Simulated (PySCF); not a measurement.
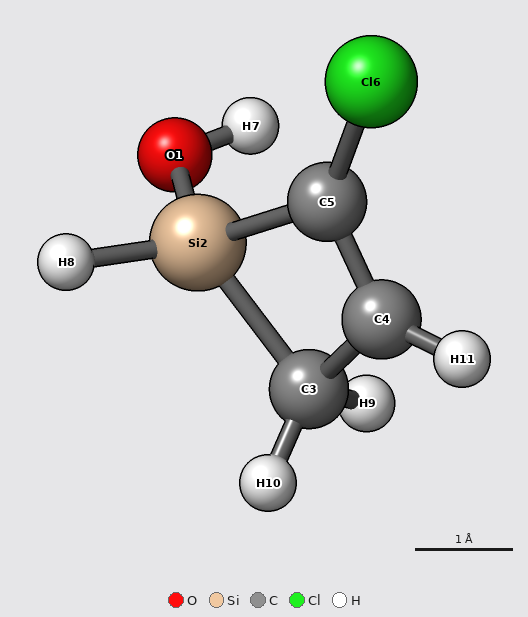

The input geometry of run A (ball-and-stick view, seen at a tilt; atoms are numbered from 1 in the order of the input). Bond lengths as drawn: C–C 1.35 to 1.52 Å, C–Cl 1.71 Å, C–H 1.10 Å, C–Si 1.87 to 1.91 Å, H–O 0.96 Å, H–Si 1.49 Å and O–Si 1.66 Å.

**What a change does: excited-state calculation on C3H5ClOSi**

System: C3H5ClOSi.
Method of run A: TDDFT PBE0/6-31G*, vertical, gas phase, core orbitals frozen in the response (PySCF 2.14.0).

The geometry comes from this level: PBE0-D3(BJ)/def2-SVP. Text and figures count atoms from 1; the logs count them from 0 in places.

### Input, run A
```
{"job": {"kind": "uv", "xc": "PBE0", "basis": "6-31G*"}, "charge": 0, "multiplicity": 1}
O      2.309712     0.072144     0.552740
Si     0.954753    -0.154435    -0.378372
C     -0.581962    -1.047220     0.310108
C     -1.320788     0.233028    -0.028118
C     -0.402574     1.128543    -0.453356
Cl    -0.671545     2.747982    -0.948290
H      2.183446     0.457306     1.425124
H      1.485558    -0.640817    -1.677842
H     -0.567594    -1.273891     1.389268
H     -0.943000    -1.941464    -0.224284
H     -2.406130     0.385663     0.041641
```

The first line tells a small driver script what to run in PySCF; the rest is the geometry in Å.

Launched with:
```bash
OMP_NUM_THREADS=1 python <driver script> task.json out
```

Hardware: 1 CPU thread, shared host.

### Output (run A)
```
coarse grid: 10696 points
cycle   1  E = -941.6757772900  dE =  8.321e-01  |g| = 7.012e-01  |ddm| = 3.264e+00
cycle   2  E = -941.5553755142  dE =  1.204e-01  |g| = 1.053e+00  |ddm| = 1.317e+00
cycle   3  E = -941.7722863405  dE = -2.169e-01  |g| = 1.135e-01  |ddm| = 8.822e-01
cycle   4  E = -941.7751620172  dE = -2.876e-03  |g| = 3.793e-02  |ddm| = 1.426e-01
cycle   5  E = -941.7755070419  dE = -3.450e-04  |g| = 1.183e-02  |ddm| = 4.720e-02
cycle   6  E = -941.7755406011  dE = -3.356e-05  |g| = 3.862e-03  |ddm| = 1.653e-02
cycle   7  E = -941.7755439496  dE = -3.348e-06  |g| = 1.275e-03  |ddm| = 4.292e-03
final grid: 95368 points
cycle   8  E = -941.7133764605  dE = -1.009e-05  |g| = 7.704e-03  |ddm| = 1.678e-02
cycle   9  E = -941.7133568128  dE =  1.965e-05  |g| = 1.178e-02  |ddm| = 1.880e-02
cycle  10  E = -941.7133918200  dE = -3.501e-05  |g| = 1.092e-03  |ddm| = 1.180e-02
cycle  11  E = -941.7133921072  dE = -2.871e-07  |g| = 2.468e-04  |ddm| = 1.155e-03
cycle  12  E = -941.7133921205  dE = -1.334e-08  |g| = 9.512e-05  |ddm| = 3.198e-04
cycle  13  E = -941.7133921225  dE = -2.015e-09  |g| = 3.033e-05  |ddm| = 1.004e-04
cycle  14  E = -941.7133921227  dE = -2.185e-10  |g| = 6.627e-06  |ddm| = 3.812e-05
converged SCF energy = -941.7133921227

Static polarisability (au): isotropic 61.939, principal 44.299 63.520 78.000

Singlet excitations
state   eV       nm        f      main configurations
  1   6.0771    204.0   0.00480   H-1->L 0.93
  2   6.3388    195.6   0.12841   H->L 0.89
  3   6.4617    191.9   0.00173   H-2->L 0.98
  4   7.1332    173.8   0.00184   H->L+1 0.44, H->L+2 0.35, H->L+3 0.20
  5   7.5115    165.1   0.01453   H->L+1 0.50, H->L+3 0.27, H->L+2 0.16
  6   7.7037    160.9   0.01201   H->L+3 0.40, H->L+2 0.33, H-1->L+1 0.14
  7   7.7492    160.0   0.00298   H-3->L 0.75, H-1->L+2 0.13
  8   7.9787    155.4   0.09257   H-1->L+2 0.41, H-1->L+3 0.17, H-1->L+1 0.16
  9   8.0292    154.4   0.03128   H-1->L+1 0.44, H-1->L+2 0.27
 10   8.2868    149.6   0.00281   H-2->L+1 0.71, H-2->L+2 0.14

Triplet excitations (Tamm-Dancoff, eV): 3.9994 5.6017 6.2209 6.5334
```

For run B the input was changed thus:
```diff
-"basis": "6-31G*"
+"basis": "def2-SVP"
```

How does run B compare with run A?

The total energy of run B is 209.3 kcal/mol higher, which measures the change of basis and not a stability. The LUMO goes from −0.30 to −0.44 eV. The dipole moment goes from 2.30 to 2.04 D. The lowest excitation goes from 6.08 to 5.93 eV. The strongest computed line goes from 6.34 to 6.24 eV. The number of SCF iterations is the same. The basis functions go from 102 to 117.

### Output (run B)
```
coarse grid: 10696 points
cycle   1  E = -941.1685351004  dE =  7.726e-01  |g| = 6.974e-01  |ddm| = 3.584e+00
cycle   2  E = -941.0449997951  dE =  1.235e-01  |g| = 1.057e+00  |ddm| = 1.653e+00
cycle   3  E = -941.2627275897  dE = -2.177e-01  |g| = 1.078e-01  |ddm| = 1.139e+00
cycle   4  E = -941.2652263347  dE = -2.499e-03  |g| = 3.970e-02  |ddm| = 1.449e-01
cycle   5  E = -941.2656058813  dE = -3.795e-04  |g| = 1.225e-02  |ddm| = 5.015e-02
cycle   6  E = -941.2656399833  dE = -3.410e-05  |g| = 4.027e-03  |ddm| = 1.793e-02
cycle   7  E = -941.2656436559  dE = -3.673e-06  |g| = 1.332e-03  |ddm| = 4.927e-03
final grid: 95368 points
cycle   8  E = -941.3797650542  dE = -1.031e-05  |g| = 7.987e-03  |ddm| = 2.191e-02
cycle   9  E = -941.3797425021  dE =  2.255e-05  |g| = 1.255e-02  |ddm| = 2.024e-02
cycle  10  E = -941.3797808077  dE = -3.831e-05  |g| = 9.548e-04  |ddm| = 1.313e-02
cycle  11  E = -941.3797810266  dE = -2.189e-07  |g| = 2.607e-04  |ddm| = 1.210e-03
cycle  12  E = -941.3797810419  dE = -1.533e-08  |g| = 8.500e-05  |ddm| = 3.317e-04
cycle  13  E = -941.3797810435  dE = -1.558e-09  |g| = 2.845e-05  |ddm| = 9.787e-05
cycle  14  E = -941.3797810437  dE = -2.033e-10  |g| = 5.010e-06  |ddm| = 3.940e-05
converged SCF energy = -941.3797810437

Static polarisability (au): isotropic 62.837, principal 46.636 64.982 76.893

Singlet excitations
state   eV       nm        f      main configurations
  1   5.9272    209.2   0.00386   H-1->L 0.95
  2   6.2431    198.6   0.13281   H->L 0.91
  3   6.3909    194.0   0.00258   H-2->L 0.98
  4   7.4264    167.0   0.00744   H->L+3 0.61, H->L+1 0.34
  5   7.5794    163.6   0.00699   H-3->L 0.60, H->L+2 0.28
  6   7.6794    161.5   0.00165   H->L+2 0.53, H-3->L 0.30
  7   7.7463    160.1   0.02460   H->L+1 0.46, H->L+3 0.28, H->L+2 0.16
  8   8.0073    154.8   0.00223   H-1->L+1 0.76
  9   8.2682    150.0   0.05212   H-1->L+3 0.50, H-1->L+2 0.15, H-2->L+1 0.10
 10   8.3455    148.6   0.00244   H-2->L+1 0.43, H-1->L+3 0.13, H-4->L 0.11

Triplet excitations (Tamm-Dancoff, eV): 3.9596 5.4583 6.1541 6.8764
```

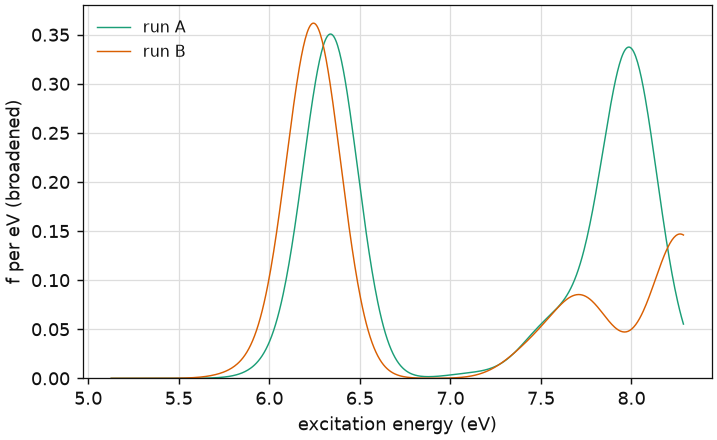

Absorption of the two runs from their computed states, each broadened by a Gaussian of 0.35 eV full width; the range ends where the shorter list of states ends.

### The two runs side by side

```tsv
quantity	run A	run B
outcome	converged	converged
total energy (hartree)	−941.713392	−941.379781
HOMO (eV)	−7.24	−7.28
LUMO (eV)	−0.30	−0.44
dipole moment (D)	2.30	2.04
lowest excitation (eV)	6.08	5.93
SCF iterations	14	14
strongest computed line (eV)	6.34	6.24
basis functions	102	117
wall time (shared host)	12 s	14 s
```
